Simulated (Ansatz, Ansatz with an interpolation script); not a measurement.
# SiO2 (Imma): what limits a Wannier interpolation of GW, part 2 of 2

Wanted: errors and cost of interpolated bands of SiO2 (Imma) under coarser or faulty settings.

Ansatz 0.2.0; maximally localised Wannier functions, LDA, plane waves, PAW. Known limits of the many-body steps: not at the basis limit; coarse k mesh.

So far. Step 4 (Wannier model on 8×8×8): Near the gap the model misses directly solved bands by 1.1 meV r.m.s. and by 13 meV at most in the window tested. This tests the starting bands, not the corrections carried with them.

### Step 5. Wannier model on 4×4×4

input.yaml reads:

```yaml
crystal:
  lattice:
    - [-2.62333646, 4.776753505, 4.441674725]
    - [2.62333646, -4.776753505, 4.441674725]
    - [2.62333646, 4.776753505, -4.441674725]
  atoms:
    - { symbol: Si, position: [0.9295488, 0.84494489, 0.08460391] }
    - { symbol: Si, position: [0.73965902, 0.15505511, 0.58460391] }
    - { symbol: Si, position: [0.0704512, 0.15505511, 0.91539609] }
    - { symbol: Si, position: [0.26034098, 0.84494489, 0.41539609] }
    - { symbol: O, position: [0.13068887, 0.88068887, 0.25] }
    - { symbol: O, position: [0.86931113, 0.11931113, 0.75] }
    - { symbol: O, position: [0.79317541, 0.5, 0.79317541] }
    - { symbol: O, position: [0.20682459, 0.0, 0.70682459] }
    - { symbol: O, position: [0.20682459, 0.5, 0.20682459] }
    - { symbol: O, position: [0.79317541, 0.0, 0.29317541] }
    - { symbol: O, position: [0.0, 0.0, 0.0] }
    - { symbol: O, position: [0.5, 0.0, 0.5] }
kpoints:
  mp_grid: { grid: [4, 4, 4] }
hamiltonian:
  xc: lda
scf:
  occupations: { method: fixed }
  n_extra_bands: 118
output:
  wannier:
    kmesh: [4, 4, 4]
    projections:
      - { species: O, l: p, shell: 2 }
      - { species: Si, l: s, shell: 3 }
      - { species: Si, l: p, shell: 3 }
    minimise: true
    write_hr: true
    seedname: w
    conv_tol: 1.0e-06
    max_iter: 20000
    stability_check: false
    disentanglement:
      window: [-10.97, 13.76]
      frozen_window: [-10.97, 7.59]
      conv_tol: 1.0e-08
```

Command:

```
> ansatz run input.yaml --threads 16 --pin off --max-ram 64512MiB --backend cuda --events-out ev --progress --plain --runs-dir out --devices 1 --max-vram 78GiB
```

Numbers of over 12 decimals in the logs are rounded to 6 here.

The log of the run:

```text
[...]
GPUs: using 1 of 1 available (devices: 1).
[...]
Crystal: 12 atoms, lattice volume = 222.635 Å³
Basis set: ecut = 420 eV, 4321 PW (Γ)
Bands: 150, of which v1, the nominal top of the filled ones, is band 32 counted from 1 (31 counted from 0)
Symmetry: 8 space group operations
[...]
k-points: 18 of 64
[...]
SCF iter   1: F=—  HF=-6890.639938 eV  |F-HF|=—  |Δ(HF+E_count)|=         —  Δρ=1.13e-2  dr2=2.52e-1  ethr=1.77e-3  ⟨swp⟩=4.2  Hψ=10024  notcnv=0  defer=2083
[...]
SCF iter   7: F=-6890.567388 eV  HF=-6890.567388 eV  |F-HF|=1.47e-8  |Δ(HF+E_count)|=   1.13e-8  Δρ=3.57e-6  dr2=1.95e-8  ethr=1.56e-10  ⟨swp⟩=14.2  Hψ=23052  notcnv=0
SCF 1 converged in 7 iterations: F = -6890.567388 eV  dr2 = 1.95e-8
[...]
SCF converged after 7 iterations
[...]
k-point 1: bands = [... 28 lower, -1.9763, -1.6366, -1.1696, -1.1493, 5.2575, 7.5601, 7.9472, 8.1026, ... 26 higher]
  k-point 2: bands = [... 28 lower, -1.8103, -1.8103, -1.2275, -1.2275, 6.7807, 6.7807, 8.0070, 8.0070, ... 26 higher]
  k-point 17: bands = [... 28 lower, -1.3942, -1.0692, -1.0379, -0.8549, 6.4992, 6.5585, 6.8586, 7.0011, ... 25 higher]
[...]
```

Wall time 3.2 s (1 × NVIDIA GB200 (shared by 2 runs) with 16 threads of Arm Neoverse V2, shared host); peak memory 1.3 GiB.

Numbers from this step:

* gauge-invariant spread: 49.67 Å²
* diagonal spread: 0.05885 Å²
* off-diagonal spread: 12.23 Å²
* total spread: 61.96 Å²
* least projectability: 0.1817
* localisation steps: 61
* disentanglement steps: 155
* r.m.s. interpolation error: 0.005414 eV
* r.m.s. error near the gap: 0.008228 eV

Near the gap the model misses directly solved bands by 8.2 meV r.m.s. and by 105 meV at most in the window tested. This tests the starting bands, not the corrections carried with them.

Frozen up to 8.42 eV; above it the model need not follow the bands. The electronic bands at the labelled points (eV, zero at the valence-band top; v1 is the highest filled band, c1 the lowest empty one):

| point | v4 | v3 | v2 | v1 | c1 | c2 | c3 | c4 |
| --- | --- | --- | --- | --- | --- | --- | --- | --- |
| Γ | -1.06 | -0.72 | -0.43 | 0.00 | 5.42 | 8.39 | 8.83 | 9.12 |
| X | -0.56 | -0.24 | -0.21 | -0.02 | 7.33 | 7.39 | 7.69 | 7.83 |
| F0 | -1.20 | -0.59 | -0.48 | -0.18 | 7.97 | 8.14 | 8.16 | 8.38 |
| jump to Σ0 | -1.20 | -0.59 | -0.48 | -0.18 | 7.97 | 8.14 | 8.16 | 8.38 |
| Γ | -1.06 | -0.72 | -0.43 | 0.00 | 5.42 | 8.39 | 8.83 | 9.12 |
| Λ0 | -0.56 | -0.24 | -0.20 | -0.03 | 7.27 | 7.39 | 7.61 | 7.98 |
| jump to G0 | -0.56 | -0.24 | -0.20 | -0.03 | 7.27 | 7.39 | 7.61 | 7.98 |
| X | -0.56 | -0.24 | -0.21 | -0.02 | 7.33 | 7.39 | 7.69 | 7.83 |
| jump to Γ | -1.06 | -0.72 | -0.43 | 0.00 | 5.42 | 8.39 | 8.83 | 9.12 |
| R | -0.89 | -0.85 | -0.74 | -0.20 | 7.58 | 7.74 | 8.38 | 8.40 |
| W | -0.88 | -0.88 | -0.41 | -0.41 | 7.91 | 7.91 | 8.03 | 8.03 |
| S | -0.56 | -0.54 | -0.31 | -0.14 | 6.38 | 6.91 | 8.46 | 9.06 |
| Γ | -1.06 | -0.72 | -0.43 | 0.00 | 5.42 | 8.39 | 8.83 | 9.12 |
| T | -0.98 | -0.98 | -0.40 | -0.40 | 7.61 | 7.61 | 8.86 | 8.86 |
| W | -0.88 | -0.88 | -0.41 | -0.41 | 7.91 | 7.91 | 8.03 | 8.03 |

The same for Kohn-Sham, solved directly:

| point | v4 | v3 | v2 | v1 | c1 | c2 | c3 | c4 |
| --- | --- | --- | --- | --- | --- | --- | --- | --- |
| Γ | -1.06 | -0.72 | -0.43 | 0.00 | 5.42 | 8.39 | 8.59 | 8.79 |
| X | -0.56 | -0.24 | -0.21 | -0.02 | 7.33 | 7.39 | 7.69 | 7.83 |
| F0 | -1.20 | -0.59 | -0.48 | -0.18 | 7.96 | 8.11 | 8.13 | 8.36 |
| Σ0 | -1.20 | -0.59 | -0.48 | -0.18 | 7.96 | 8.11 | 8.13 | 8.36 |
| Γ | -1.06 | -0.72 | -0.43 | 0.00 | 5.42 | 8.39 | 8.59 | 8.79 |
| Λ0 | -0.56 | -0.24 | -0.21 | -0.03 | 7.28 | 7.40 | 7.63 | 7.94 |
| G0 | -0.56 | -0.24 | -0.21 | -0.03 | 7.28 | 7.40 | 7.63 | 7.94 |
| X | -0.56 | -0.24 | -0.21 | -0.02 | 7.33 | 7.39 | 7.69 | 7.83 |
| Γ | -1.06 | -0.72 | -0.43 | 0.00 | 5.42 | 8.39 | 8.59 | 8.79 |
| R | -0.89 | -0.85 | -0.74 | -0.20 | 7.58 | 7.74 | 8.38 | 8.40 |
| W | -0.88 | -0.88 | -0.41 | -0.41 | 7.91 | 7.91 | 8.03 | 8.03 |
| S | -0.56 | -0.54 | -0.31 | -0.14 | 6.38 | 6.91 | 8.45 | 8.93 |
| Γ | -1.06 | -0.72 | -0.43 | 0.00 | 5.42 | 8.39 | 8.59 | 8.79 |
| T | -0.98 | -0.98 | -0.40 | -0.40 | 7.61 | 7.61 | 8.84 | 8.84 |

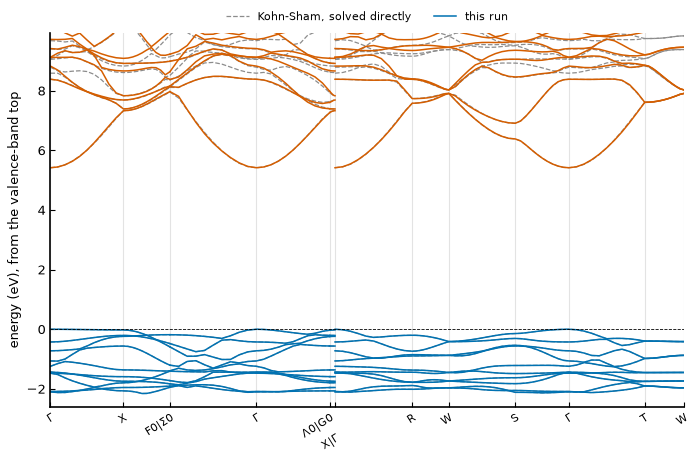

Electronic bands along the path; lines of filled and empty bands in two colours; dashed: Kohn-Sham, solved directly.

### Step 6. A faulty Wannier input

Changes to input.yaml since step 5:

```diff
@@ -38,5 +38,2 @@
     stability_check: false
-    disentanglement:
-      window: [-10.97, 13.76]
-      frozen_window: [-10.97, 7.59]
-      conv_tol: 1.0e-08
+    disentanglement: { window: [-10.97, 13.76] }
```

The log of the run:

```text
[...]
GPUs: using 1 of 1 available (devices: 1).
[...]
Crystal: 12 atoms, lattice volume = 222.635 Å³
Basis set: ecut = 420 eV, 4321 PW (Γ)
Bands: 150, of which v1, the nominal top of the filled ones, is band 32 counted from 1 (31 counted from 0)
Symmetry: 8 space group operations
[...]
k-points: 18 of 64
[...]
SCF iter   1: F=—  HF=-6890.639938 eV  |F-HF|=—  |Δ(HF+E_count)|=         —  Δρ=1.13e-2  dr2=2.52e-1  ethr=1.77e-3  ⟨swp⟩=4.2  Hψ=10024  notcnv=0  defer=2083
[...]
SCF iter   7: F=-6890.567388 eV  HF=-6890.567388 eV  |F-HF|=1.47e-8  |Δ(HF+E_count)|=   1.13e-8  Δρ=3.57e-6  dr2=1.95e-8  ethr=1.56e-10  ⟨swp⟩=14.2  Hψ=23052  notcnv=0
SCF 1 converged in 7 iterations: F = -6890.567388 eV  dr2 = 1.95e-8
[...]
SCF converged after 7 iterations
[...]
k-point 1: bands = [... 28 lower, -1.9763, -1.6366, -1.1696, -1.1493, 5.2575, 7.5601, 7.9472, 8.1026, ... 26 higher]
  k-point 2: bands = [... 28 lower, -1.8103, -1.8103, -1.2275, -1.2275, 6.7807, 6.7807, 8.0070, 8.0070, ... 26 higher]
  k-point 17: bands = [... 28 lower, -1.3942, -1.0692, -1.0379, -0.8549, 6.4992, 6.5585, 6.8586, 7.0011, ... 25 higher]
[...]
```

The job ended after 3.7 s (1 × NVIDIA GB200 (shared by 2 runs) with 16 threads; peak memory 1.4 GiB).

Numbers from this step:

- gauge-invariant spread: 44.54 Å²
- diagonal spread: 0.01162 Å²
- off-diagonal spread: 9.440 Å²
- total spread: 53.99 Å²
- least projectability: 0.2562
- localisation steps: 63
- disentanglement steps: 285
- r.m.s. interpolation error: 0.1753 eV
- r.m.s. error near the gap: 0.2499 eV

No frozen window. Electronic bands along the path, in eV, zero at the valence-band top; v1 is the highest filled band, c1 the lowest empty one:

| point | v4 | v3 | v2 | v1 | c1 | c2 | c3 | c4 |
| --- | --- | --- | --- | --- | --- | --- | --- | --- |
| Γ | -1.06 | -0.72 | -0.42 | 0.00 | 6.05 | 8.72 | 8.81 | 9.17 |
| X | -0.56 | -0.23 | -0.19 | -0.02 | 7.42 | 7.65 | 8.09 | 8.82 |
| F0 | -1.17 | -0.59 | -0.46 | -0.18 | 8.22 | 8.41 | 8.48 | 8.82 |
| jump to Σ0 | -1.17 | -0.59 | -0.46 | -0.18 | 8.22 | 8.41 | 8.48 | 8.82 |
| Γ | -1.06 | -0.72 | -0.42 | 0.00 | 6.05 | 8.72 | 8.81 | 9.17 |
| Λ0 | -0.56 | -0.24 | -0.19 | -0.03 | 7.40 | 7.66 | 8.10 | 8.81 |
| jump to G0 | -0.56 | -0.24 | -0.19 | -0.03 | 7.40 | 7.66 | 8.10 | 8.81 |
| X | -0.56 | -0.23 | -0.19 | -0.02 | 7.42 | 7.65 | 8.09 | 8.82 |
| jump to Γ | -1.06 | -0.72 | -0.42 | 0.00 | 6.05 | 8.72 | 8.81 | 9.17 |
| R | -0.89 | -0.85 | -0.73 | -0.19 | 7.78 | 8.40 | 8.49 | 9.18 |
| W | -0.87 | -0.87 | -0.41 | -0.41 | 8.05 | 8.05 | 8.87 | 8.87 |
| S | -0.56 | -0.54 | -0.30 | -0.14 | 6.76 | 7.96 | 8.50 | 9.06 |
| Γ | -1.06 | -0.72 | -0.42 | 0.00 | 6.05 | 8.72 | 8.81 | 9.17 |
| T | -0.98 | -0.98 | -0.39 | -0.39 | 8.13 | 8.13 | 8.92 | 8.92 |
| W | -0.87 | -0.87 | -0.41 | -0.41 | 8.05 | 8.05 | 8.87 | 8.87 |

The same for Kohn-Sham, solved directly:

(Unchanged from step 5.)

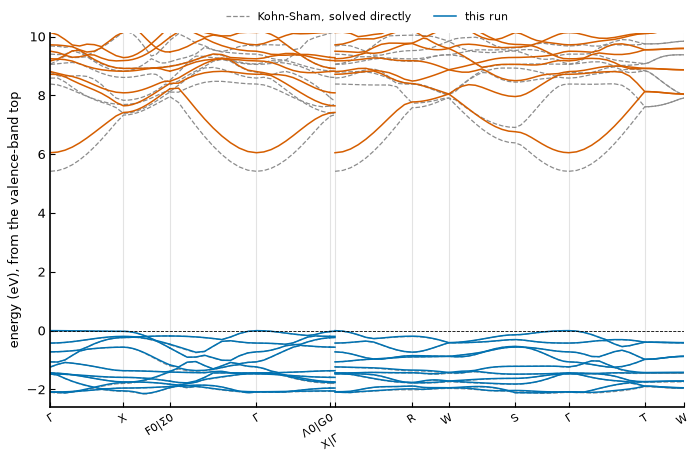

Electronic bands along the path; lines of filled and empty bands in two colours; dashed: Kohn-Sham, solved directly.

The fault put into this input: nothing frozen.

### Step 7. G0W0: 4×4×4 mesh, 1429 empty bands, screening to 200 eV

G0W0 replaces the xc potential by the self-energy, built once from these orbitals. Only a window of levels is corrected, while the sums run over the empty bands that the input names.

This step: G0W0 on LDA, plane waves, PAW.

Changes to input.yaml since step 6:

```diff
@@ -24,16 +24,6 @@
   occupations: { method: fixed }
-  n_extra_bands: 118
-output:
-  wannier:
-    kmesh: [4, 4, 4]
-    projections:
-      - { species: O, l: p, shell: 2 }
-      - { species: Si, l: s, shell: 3 }
-      - { species: Si, l: p, shell: 3 }
-    minimise: true
-    write_hr: true
-    seedname: w
-    conv_tol: 1.0e-06
-    max_iter: 20000
-    stability_check: false
-    disentanglement: { window: [-10.97, 13.76] }
+gw:
+  n_empty_bands: 1429
+  ecut_chi: 200.0
+  qp_bands: [v24, c4]
+  screening: { model: contour_deformation }
```

The log of the run:

```text
GPUs: using 1 of 1 available (devices: 1).
[...]
Crystal: 12 atoms, lattice volume = 222.635 Å³
Basis set: ecut = 420 eV, 4321 PW (Γ)
Bands: 44, of which v1, the nominal top of the filled ones, is band 32 counted from 1 (31 counted from 0)
Symmetry: 8 space group operations
[...]
k-points: 18 of 64
[...]
16    15     -6.2922   -26.5780     3.9888   -20.2636  0.7994    -8.6822    -8.6177  root
[...]
17     9    -10.8225   -25.9052     4.8789   -18.5904  0.7626   -13.3716   -13.2583  root ?
[...]
17    33      6.4993    -6.2853    -3.1188   -11.0365  0.8710     8.1472     8.1317  root
    17    34      6.5585    -7.2345    -3.3019   -12.2925  0.8685     8.3329     8.3146  root
    17    35      6.8586    -5.3298    -2.7749    -9.5643  0.8791     8.3301     8.3181  root
    17    36      7.0011    -3.6539    -2.3186    -7.0849  0.8961     8.1198     8.1135  root
[key lines of the parts left out:]
SCF converged after 7 iterations
```

It took 3.5 min on 1 × NVIDIA GB200 (shared by 2 runs) with 16 threads; peak memory 5.5 GiB.

The G0W0 gap on the mesh is 8.773 eV.

### Step 8. G0W0: 2×2×2 mesh, 1429 empty bands, screening to 200 eV

Changes to input.yaml since step 7:

```diff
@@ -19,3 +19,3 @@
 kpoints:
-  mp_grid: { grid: [4, 4, 4] }
+  mp_grid: { grid: [2, 2, 2] }
 hamiltonian:
```

The log of the run:

```text
GPUs: using 1 of 1 available (devices: 1).
[...]
Crystal: 12 atoms, lattice volume = 222.635 Å³
Basis set: ecut = 420 eV, 4321 PW (Γ)
Bands: 44, of which v1, the nominal top of the filled ones, is band 32 counted from 1 (31 counted from 0)
Symmetry: 8 space group operations
[...]
k-points: 5 of 8
[...]
3    16     -6.1796   -26.4928     3.9934   -20.1455  0.7985    -8.5968    -8.5335  root
[...]
4    33      6.5003    -6.2542    -3.1379   -11.0362  0.8701     8.1606     8.1443  root
     4    34      6.5598    -7.1966    -3.3274   -12.2919  0.8674     8.3469     8.3277  root
     4    35      6.8599    -5.3166    -2.7951    -9.5653  0.8779     8.3257     8.3134  root
     4    36      7.0018    -3.6410    -2.3520    -7.0831  0.8943     8.0982     8.0919  root
[key lines of the parts left out:]
SCF converged after 7 iterations
Free energy (F): -6890.544599 eV
Fermi energy:    -0.826311 eV
```

The job ended after 13 s (1 × NVIDIA GB200 (shared by 2 runs) with 16 threads; peak memory 2.8 GiB).

The G0W0 gap on the mesh is 8.803 eV.

### Step 9. G0W0: 4×4×4 mesh, 664 empty bands, screening to 120 eV

Changes to input.yaml since step 8:

```diff
@@ -19,3 +19,3 @@
 kpoints:
-  mp_grid: { grid: [2, 2, 2] }
+  mp_grid: { grid: [4, 4, 4] }
 hamiltonian:
@@ -25,4 +25,4 @@
 gw:
-  n_empty_bands: 1429
-  ecut_chi: 200.0
+  n_empty_bands: 664
+  ecut_chi: 120
   qp_bands: [v24, c4]
```

The log of the run:

```text
GPUs: using 1 of 1 available (devices: 1).
[...]
Crystal: 12 atoms, lattice volume = 222.635 Å³
Basis set: ecut = 420 eV, 4321 PW (Γ)
Bands: 44, of which v1, the nominal top of the filled ones, is band 32 counted from 1 (31 counted from 0)
Symmetry: 8 space group operations
[...]
k-points: 18 of 64
[...]
16    14     -6.4280   -26.5141     4.2109   -20.2189  0.8015    -8.5629    -8.5123  root
    16    15     -6.2922   -26.5780     4.2179   -20.2636  0.8018    -8.4395    -8.3885  root
[...]
17    33      6.4993    -6.2853    -3.0345   -11.0365  0.8722     8.2335     8.2160  root
    17    34      6.5585    -7.2345    -3.2227   -12.2925  0.8699     8.4142     8.3938  root
    17    35      6.8586    -5.3298    -2.6984    -9.5643  0.8799     8.4082     8.3946  root
    17    36      7.0011    -3.6539    -2.2645    -7.0849  0.8966     8.1746     8.1676  root
[key lines of the parts left out:]
SCF converged after 7 iterations
```

Elapsed: 51 s, on 1 × NVIDIA GB200 (shared by 2 runs) with 16 threads; peak memory 2.8 GiB; 2.4 min of CPU time.

The G0W0 gap on the mesh is 8.550 eV.

### Step 10. G0W0: 4×4×4 mesh, 1429 empty bands, screening to 200 eV, plasmon pole

Changes to input.yaml since step 9:

```diff
@@ -25,5 +25,5 @@
 gw:
-  n_empty_bands: 664
-  ecut_chi: 120
+  n_empty_bands: 1429
+  ecut_chi: 200.0
   qp_bands: [v24, c4]
-  screening: { model: contour_deformation }
+  screening: { model: godby_needs }
```

The log of the run:

```text
GPUs: using 1 of 1 available (devices: 1).
[...]
Crystal: 12 atoms, lattice volume = 222.635 Å³
Basis set: ecut = 420 eV, 4321 PW (Γ)
Bands: 44, of which v1, the nominal top of the filled ones, is band 32 counted from 1 (31 counted from 0)
Symmetry: 8 space group operations
[...]
k-points: 18 of 64
[...]
16    14     -6.4280   -26.5141     4.0992   -20.2189  0.8088    -8.6594    -8.6239  root
    16    15     -6.2922   -26.5780     4.1057   -20.2636  0.8113    -8.5422    -8.5008  root
[...]
17    33      6.4993    -6.2853    -3.0570   -11.0365  0.8731     8.2054     8.1935  root
    17    34      6.5585    -7.2345    -3.2397   -12.2925  0.8707     8.3909     8.3768  root
    17    35      6.8586    -5.3298    -2.7216    -9.5643  0.8818     8.3805     8.3715  root
    17    36      7.0011    -3.6539    -2.2833    -7.0849  0.8993     8.1536     8.1488  root
[key lines of the parts left out:]
SCF converged after 7 iterations
```

Elapsed: 11 min, on 1 × NVIDIA GB200 (shared by 2 runs) with 16 threads; peak memory 23 GiB.

The G0W0 gap on the mesh is 8.653 eV.

### Step 11. Interpolated results

Times are wall times on 1 × NVIDIA GB200 (shared by 2 runs) with 16 threads of Arm Neoverse V2, shared host, good to a factor of about two.

| GW mesh | empty bands | cutoff (eV) | frequency | gap on mesh (eV) | gap over zone (eV) | direct gap (eV) | valence width (eV) | GW time |
| --- | --- | --- | --- | --- | --- | --- | --- | --- |
| 4×4×4 | 1429 | 200 | contour deformation | 8.773 | 8.773 | 8.773 | 10.399 | 3.5 min |
| 2×2×2 | 1429 | 200 | contour deformation | 8.803 | 8.807 | 8.807 | 10.401 | 13 s |
| 4×4×4 | 664 | 120 | contour deformation | 8.550 | 8.550 | 8.550 | 10.495 | 51 s |
| 4×4×4 | 1429 | 200 | plasmon pole | 8.653 | 8.653 | 8.653 | 10.615 | 11 min |

### Step 12. Summary of results

| Property | Result |
| --- | --- |
| 4×4×4 mesh, 1429 empty bands, screening to 200 eV | 8.77 eV |
| 2×2×2 mesh, 1429 empty bands, screening to 200 eV | 8.81 eV |
| 4×4×4 mesh, 664 empty bands, screening to 120 eV | 8.55 eV |
| 4×4×4 mesh, 1429 empty bands, screening to 200 eV, plasmon pole | 8.65 eV |

The largest change, −0.22 eV in the gap over the zone, comes with 4×4×4 mesh, 664 empty bands, screening to 120 eV. The first run is a reference, not a converged one, and where a row moves several settings no single cause can be named. Rows on another GW mesh add that mesh's corrections to the bands of the one model. Nothing frozen (4×4×4): the miss near the gap goes from 8 (the model on 4×4×4) to 250 meV and the total spread from 62.0 to 54.0 Å². With 2×2×2 mesh, 1429 empty bands, screening to 200 eV the gap over the zone moves by +0.03 eV and that on the mesh by +0.03 eV. With 4×4×4 mesh, 664 empty bands, screening to 120 eV the gap over the zone moves by −0.22 eV and that on the mesh by −0.22 eV. With 4×4×4 mesh, 1429 empty bands, screening to 200 eV, plasmon pole the gap over the zone moves by −0.12 eV and that on the mesh by −0.12 eV. Gaps over the zone and on the mesh differ where an edge lies off the mesh, or where a GW run starts from another density: the starting gap over the zone is 5.418 eV, on the GW meshes it is 5.418 eV and 5.414 eV.

[Paths, hosts, dates, memory and timing lines, banners, echoed tables and standing remarks are left out of the program output.]

[Logs are printed without paths, hosts, clocks, repeated set-up lines and the standing remarks that a program may print on its own settings, such as how far it seeks lower states.]

[Runs of the session that timed out or met a known fault of the program may be left out.]

[Hosts, paths, dates, database ids (printed as entryN), source tags and the programs' standing remarks are cut or masked in the printed files.]
